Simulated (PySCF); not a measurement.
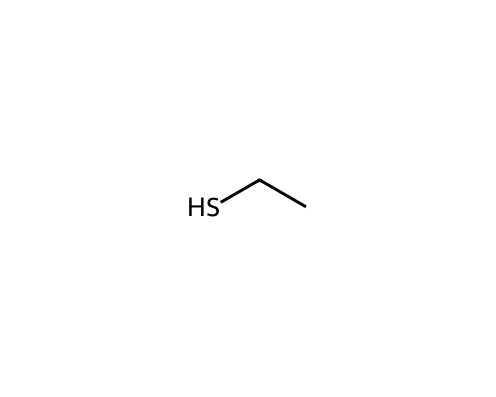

The computed structure is the end point of a GFN2-xTB optimisation. No frequency run is at hand to confirm it as a minimum. Level of theory: PBE0/pcSseg-1, gas phase (PySCF 2.14.0).

Computed properties:

The species is C₂H₆S (`CCS`).
- dipole moment: 1.82 D
- HOMO energy (Kohn–Sham orbital): −6.76 eV
- LUMO energy (Kohn–Sham orbital): 0.67 eV
- HOMO–LUMO gap: 7.43 eV
